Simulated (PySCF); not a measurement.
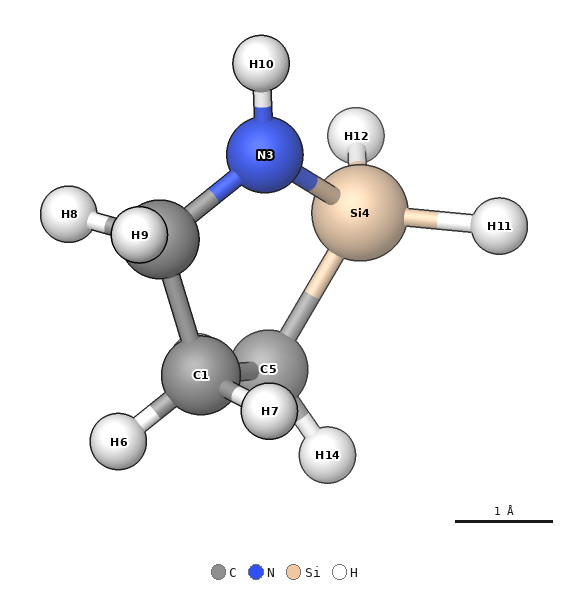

**Figure 1.** The structure as given in the input (ball-and-stick view, seen at a tilt; atoms are numbered from 1 in the order of the input). Bond lengths as drawn: C–C 1.53 to 1.54 Å, C–H 1.10 to 1.11 Å, C–N 1.45 Å, C–Si 1.89 Å, H–N 1.01 Å, H–Si 1.50 Å and N–Si 1.74 Å.

**Two runs on C₃H₉NSi**

System: C₃H₉NSi, SMILES C1CN[SiH2]C1.
Method of run 1: TDDFT PBE0/def2-SVP, vertical, gas phase, core orbitals frozen in the response (PySCF 2.14.0).

The geometry comes from this level: PBE0-D3(BJ)/def2-SVP. Text and figures count atoms from 1; the logs count them from 0 in places.

Input file, run 1:
```
{"job": {"kind": "uv", "xc": "PBE0", "basis": "def2-SVP"}, "charge": 0, "multiplicity": 1}
C     -0.545885    -1.079377     0.344567
C     -1.329614     0.154497    -0.107761
N     -0.448775     1.293788     0.073851
Si     1.238378     0.892315     0.015988
C      0.899551    -0.959532    -0.162555
H     -1.034531    -2.005902     0.002478
H     -0.540773    -1.104534     1.447419
H     -1.648977     0.027522    -1.164156
H     -2.252694     0.261477     0.488897
H     -0.861901     2.212000    -0.011705
H      1.996580     1.279744     1.251127
H      1.994749     1.475802    -1.141569
H      0.963566    -1.224516    -1.231968
H      1.593817    -1.618310     0.379201
```

The first line tells a small driver script what to run in PySCF; the rest is the geometry in Å.

Command:
```bash
OMP_NUM_THREADS=1 python <driver script> task.json out
```

Hardware: 1 CPU thread, shared host.

Output (run 1):
```
coarse grid: 11528 points
cycle   1  E = -463.3488609610  dE =  3.754e-01  |g| = 4.169e-01  |ddm| = 3.617e+00
cycle   2  E = -463.3174064010  dE =  3.145e-02  |g| = 5.557e-01  |ddm| = 9.950e-01
cycle   3  E = -463.3921726103  dE = -7.477e-02  |g| = 4.115e-02  |ddm| = 6.008e-01
cycle   4  E = -463.3924559160  dE = -2.833e-04  |g| = 2.315e-02  |ddm| = 6.660e-02
cycle   5  E = -463.3925858208  dE = -1.299e-04  |g| = 4.358e-03  |ddm| = 2.763e-02
cycle   6  E = -463.3925904277  dE = -4.607e-06  |g| = 5.130e-04  |ddm| = 5.369e-03
final grid: 104896 points
cycle   7  E = -463.4498768614  dE = -1.715e-05  |g| = 7.307e-03  |ddm| = 2.219e-02
cycle   8  E = -463.4498665790  dE =  1.028e-05  |g| = 9.762e-03  |ddm| = 1.710e-02
cycle   9  E = -463.4498907951  dE = -2.422e-05  |g| = 5.048e-04  |ddm| = 9.930e-03
cycle  10  E = -463.4498908455  dE = -5.034e-08  |g| = 1.990e-04  |ddm| = 6.316e-04
cycle  11  E = -463.4498908541  dE = -8.651e-09  |g| = 2.596e-05  |ddm| = 2.242e-04
cycle  12  E = -463.4498908543  dE = -1.479e-10  |g| = 1.037e-05  |ddm| = 4.579e-05
converged SCF energy = -463.4498908543

Static polarisability (au): isotropic 60.674, principal 54.506 57.805 69.709

Singlet excitations
state   eV       nm        f      main configurations
  1   6.1428    201.8   0.00520   H->L 0.97
  2   6.5441    189.5   0.00913   H->L+1 0.95
  3   7.6330    162.4   0.00279   H->L+2 0.60, H->L+3 0.30
  4   7.9957    155.1   0.00722   H->L+3 0.47, H->L+2 0.35, H->L+4 0.12
  5   8.1571    152.0   0.01511   H->L+4 0.65, H->L+3 0.16
  6   8.2471    150.3   0.05172   H->L+6 0.48, H-1->L 0.23, H->L+5 0.12
  7   8.4403    146.9   0.20255   H-1->L 0.61, H->L+5 0.13, H->L+4 0.08
  8   8.4475    146.8   0.03560   H->L+5 0.63, H->L+6 0.23
  9   8.5984    144.2   0.03331   H-1->L+1 0.87, H-1->L 0.09
 10   8.7303    142.0   0.00226   H-2->L 0.94

Triplet excitations (Tamm-Dancoff, eV): 5.7709 6.3481 7.2747 7.3661
```

The input of run 2 differs as follows (lines with − go, lines with + come):
```diff
-"basis": "def2-SVP"
+"basis": "def2-TZVPD"
```

What does this change do to the results?

The total energy of run 2 is 183.7 kcal/mol lower, which measures the change of basis and not a stability. The HOMO goes from −6.36 to −6.53 eV. The LUMO goes from 1.27 to 0.26 eV. The lowest excitation goes from 6.14 to 5.49 eV. The strongest computed line goes from 8.44 to 7.59 eV. Diffuse functions give room to the loosely bound empty orbitals, which lowers the LUMO. The SCF takes 14 iterations against 12. The basis functions go from 119 to 272.

Output (run 2):
```
coarse grid: 11528 points
cycle   1  E = -463.7025687924  dE =  3.929e-01  |g| = 4.635e-01  |ddm| = 3.621e+00
cycle   2  E = -463.6530461775  dE =  4.952e-02  |g| = 6.540e-01  |ddm| = 1.573e+00
cycle   3  E = -463.7528289026  dE = -9.978e-02  |g| = 5.455e-02  |ddm| = 8.577e-01
cycle   4  E = -463.7532803198  dE = -4.514e-04  |g| = 2.938e-02  |ddm| = 8.283e-02
cycle   5  E = -463.7534719455  dE = -1.916e-04  |g| = 6.852e-03  |ddm| = 5.460e-02
cycle   6  E = -463.7534823816  dE = -1.044e-05  |g| = 8.085e-04  |ddm| = 1.374e-02
cycle   7  E = -463.7534825257  dE = -1.441e-07  |g| = 3.456e-04  |ddm| = 1.747e-03
final grid: 104896 points
cycle   8  E = -463.7426540299  dE = -5.152e-05  |g| = 7.729e-03  |ddm| = 2.152e-01
cycle   9  E = -463.7426412623  dE =  1.277e-05  |g| = 1.062e-02  |ddm| = 2.029e-02
cycle  10  E = -463.7426681306  dE = -2.687e-05  |g| = 7.455e-04  |ddm| = 1.003e-02
cycle  11  E = -463.7426682287  dE = -9.807e-08  |g| = 3.269e-04  |ddm| = 1.314e-03
cycle  12  E = -463.7426682512  dE = -2.247e-08  |g| = 7.178e-05  |ddm| = 6.158e-04
cycle  13  E = -463.7426682523  dE = -1.140e-09  |g| = 1.484e-05  |ddm| = 1.844e-04
cycle  14  E = -463.7426682524  dE = -5.684e-11  |g| = 2.806e-06  |ddm| = 2.656e-05
converged SCF energy = -463.7426682524

Static polarisability (au): isotropic 70.269, principal 62.644 68.756 79.408

Singlet excitations
state   eV       nm        f      main configurations
  1   5.4943    225.7   0.00295   H->L 0.66, H->L+1 0.32
  2   5.7217    216.7   0.01280   H->L+1 0.65, H->L 0.31
  3   6.4955    190.9   0.00368   H->L+2 0.86
  4   6.6109    187.5   0.00033   H->L+3 0.68, H->L+4 0.14, H->L+2 0.09
  5   6.7007    185.0   0.00293   H->L+4 0.71, H->L+3 0.22
  6   6.8950    179.8   0.03418   H->L+5 0.89
  7   7.0753    175.2   0.00835   H->L+6 0.81
  8   7.5012    165.3   0.01086   H-1->L 0.87
  9   7.5255    164.8   0.05974   H->L+7 0.54, H-1->L+1 0.26, H->L+8 0.09
 10   7.5880    163.4   0.09336   H-1->L+1 0.70, H->L+7 0.20

Triplet excitations (Tamm-Dancoff, eV): 5.2474 5.5738 6.3936 6.5032
```

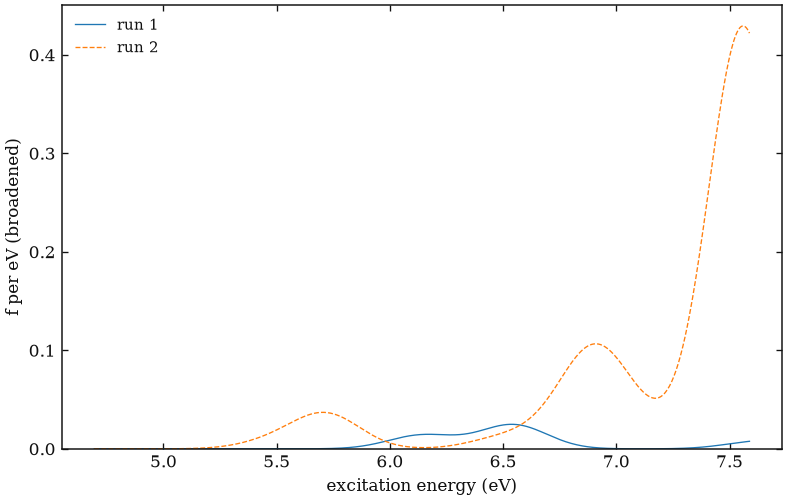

**Figure 2.** Absorption of the two runs from their computed states, each broadened by a Gaussian of 0.35 eV full width; the range ends where the shorter list of states ends.

The two runs side by side:

| quantity | run 1 | run 2 |
| --- | --- | --- |
| outcome | converged | converged |
| total energy (hartree) | −463.449891 | −463.742668 |
| HOMO (eV) | −6.36 | −6.53 |
| LUMO (eV) | 1.27 | 0.26 |
| dipole moment (D) | 0.97 | 0.96 |
| lowest excitation (eV) | 6.14 | 5.49 |
| SCF iterations | 12 | 14 |
| strongest computed line (eV) | 8.44 | 7.59 |
| basis functions | 119 | 272 |
| wall time (shared host) | 12 s | 44 s |
